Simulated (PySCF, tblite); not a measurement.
# C₅H₁₁N₃Si: geometry, infrared bands and NMR shifts

Aim: predict the infrared bands and NMR shifts of C₅H₁₁N₃Si (`C[Si](C)(C)n1cnnc1`).

Computed with tblite 0.8.0 and PySCF 2.14.0, with density-fitted response routines of our own, on a single molecule in the gas phase. Atoms count from 0, in the outputs and in this text.

## 1. Starting geometry

20 atoms, charge 0, multiplicity 1; geometry from: force field or distance geometry start.

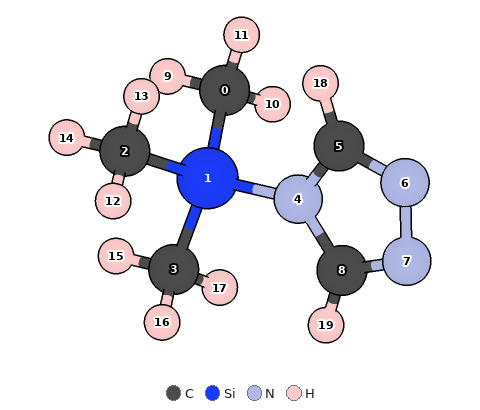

As it starts; carbon dark grey, silicon blue, nitrogen light blue, hydrogen pink, atoms numbered.

## 2. Geometry optimisation with GFN2-xTB

Job settings and geometry (Å):

```
{"job": {"kind": "relax", "xc": "GFN2-xTB", "basis": "xTB"}, "charge": 0, "multiplicity": 1}
C     -1.108800     1.464800    -0.988900
Si    -0.503200    -0.023600    -0.050600
C     -1.234700    -0.018300     1.683400
C     -1.061800    -1.572200    -0.938200
N      1.245000     0.034500     0.085000
C      1.964300     1.024100     0.658400
N      3.248300     0.736200     0.555900
N      3.357300    -0.466300    -0.100200
C      2.137700    -0.880900    -0.387000
H     -2.211700     1.440900    -1.073800
H     -0.695100     1.489200    -1.997500
H     -0.843600     2.391600    -0.476000
H     -0.899000    -0.872400     2.270500
H     -0.963500     0.896500     2.215100
H     -2.339000    -0.052300     1.628900
H     -2.155500    -1.607300    -0.985000
H     -0.730000    -2.473300    -0.393400
H     -0.658900    -1.621200    -1.946000
H      1.559600     1.911600     1.138600
H      1.887300    -1.790900    -0.902100
```

Started as:

```bash
> OMP_NUM_THREADS=1 python probes_run.py task.json out
```

One launch serves the whole session: the jobs run in the order shown.

**Question.** This job is followed by: GFN2-xTB harmonic vibrations, gas phase; GIAO PBE0/pcSseg-1 NMR shielding, non-relativistic, gas phase. What will the session give for the following? strongest single infrared mode (GFN2-xTB); zero-point energy (GFN2-xTB); 13C shifts against TMS (PBE0/pcSseg-1, means over atoms taken as alike); 1H shifts against TMS (PBE0/pcSseg-1, means over atoms taken as alike); 29Si shifts against TMS (PBE0/pcSseg-1); 15N shifts against NH3 (PBE0/pcSseg-1, means over atoms taken as alike).

As calculated:

| quantity | value |
| --- | --- |
| strongest single infrared mode (GFN2-xTB) | 868 cm⁻¹, 257 km/mol |
| zero-point energy (GFN2-xTB) | 99.6 kcal/mol |
| 13C shifts against TMS (PBE0/pcSseg-1, means over atoms taken as alike) | 145.3, 0.7 ppm |
| 1H shifts against TMS (PBE0/pcSseg-1, means over atoms taken as alike) | 7.79, 0.43 ppm |
| 29Si shifts against TMS (PBE0/pcSseg-1) | 9.7 ppm |
| 15N shifts against NH3 (PBE0/pcSseg-1, means over atoms taken as alike) | 369.3, 199.7 ppm |

What this shows: The optimisation took 32 steps and gained 0.228 eV; among the close pairs (by a distance rule), C0–Si1 changed most, from 1.861 to 1.902 Å. No mode is imaginary among the 54: a minimum at this level. The strongest single mode, at 868 cm⁻¹, has its largest shares on H15, H14, H9 and Si1 (the list is cut at 4 atoms). Unscaled tight-binding wavenumbers are off by several per cent, some by more. Its intensities can rank the bands wrongly. At PBE0/pcSseg-1: The largest span, 537 ppm, is at N6, N7, where the paramagnetic term is -433 ppm. NICS(1)zz of -32 ppm above the planar ring from N4 marks a diatropic (aromatic) ring current.
